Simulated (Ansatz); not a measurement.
**C₃H₉FOSi (SMILES CO[Si](C)(C)F): density, localisation and related maps**

```yaml
atoms:
  - { symbol: C, position_ang: [0.4320, -1.6265, -2.7012] }
  - { symbol: C, position_ang: [-1.3897, 0.1904, 0.6268] }
  - { symbol: C, position_ang: [-2.7574, -1.8274, -1.3385] }
  - { symbol: F, position_ang: [-1.8456, 0.7078, -2.1351] }
  - { symbol: O, position_ang: [0.0518, -1.0416, -1.4765] }
  - { symbol: Si, position_ang: [-1.4684, -0.5005, -1.0946] }
  - { symbol: H, position_ang: [0.2503, -0.9467, -3.5529] }
  - { symbol: H, position_ang: [1.5091, -1.8530, -2.6663] }
  - { symbol: H, position_ang: [-0.1087, -2.5722, -2.8938] }
  - { symbol: H, position_ang: [-0.6104, 0.9653, 0.6966] }
  - { symbol: H, position_ang: [-2.3527, 0.6415, 0.9140] }
  - { symbol: H, position_ang: [-1.1497, -0.6014, 1.3541] }
  - { symbol: H, position_ang: [-2.7918, -2.1643, -2.3869] }
  - { symbol: H, position_ang: [-3.7598, -1.4526, -1.0763] }
  - { symbol: H, position_ang: [-2.5446, -2.7040, -0.7054] }
```

Geometry: B3LYP-D3(BJ)/def2-SVP.

Theory: isolated molecule in a Gaussian basis; Kohn-Sham density functional theory, functional PBE0 (Ansatz 0.2.0).

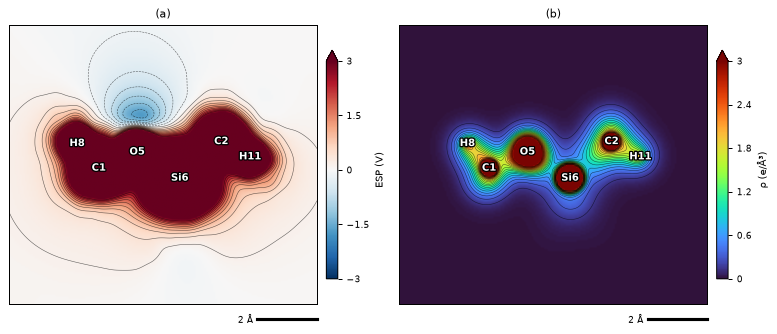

Figure 1. (a) molecular electrostatic potential; (b) total electron density on the plane of atoms O5, C1 and H8.

Interpret the plot.

Answer. Atoms in the plane: C, O, Si and H.
C–O (1.41 Å): ρ at the midpoint is about 2 e/Å³, with its minimum of 1.7 e/Å³ about 0.5 Å from C.
Si–O (1.66 Å): ρ at the midpoint is about 1.1 e/Å³.
C–Si (1.86 Å): ρ at the midpoint is about 1 e/Å³.
C–H (1.10 Å): ρ at the midpoint is about 2 e/Å³.
Outside the dense part of the molecule the potential is most negative (−1.7 V) near O5.

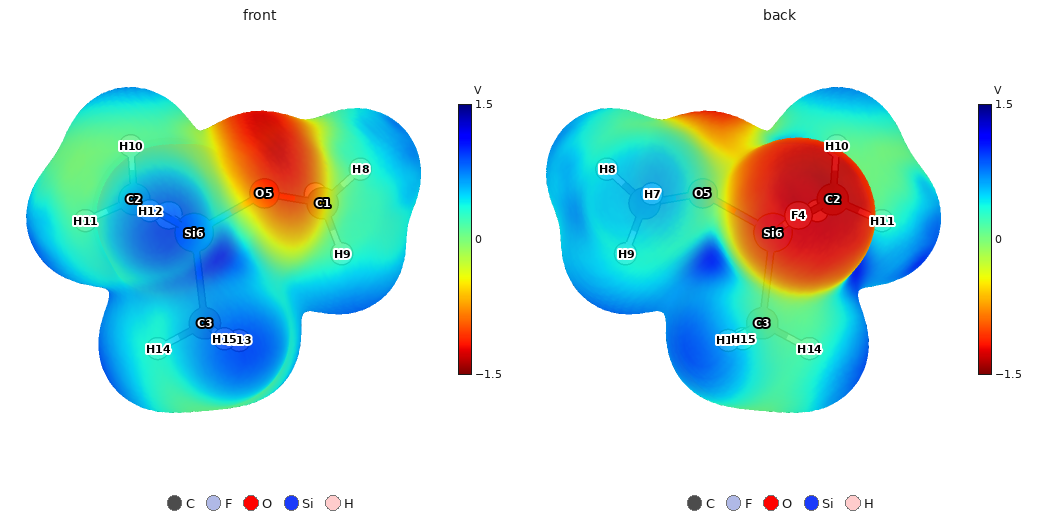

Figure 2. The electrostatic potential painted on the density surface at 0.002 e/bohr³, seen from the front and from behind; red is negative and blue positive.

Describe the electrostatic potential map.

Answer. The most negative region (about −1.3 V) lies over F4 and O5, the most positive (about +1.0 V) over Si6 and H11.

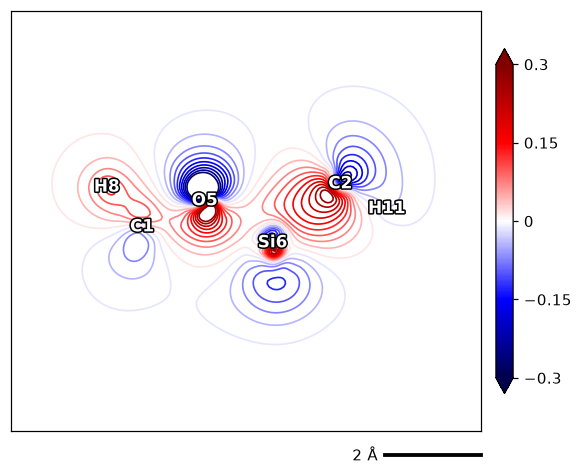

Figure 3. The HOMO on the plane of atoms C2, Si6 and O5 (values in Å⁻³ᐟ²; the overall sign is arbitrary).

Where does this orbital lie, and at what energy?

Answer. Its weight (Hirshfeld) is mainly on O5 (about 45 %), C3 (about 15 %), C1 (about 10 %), Si6 (about 10 %) and H9 (about 5 %). Its energy is −8.25 eV.
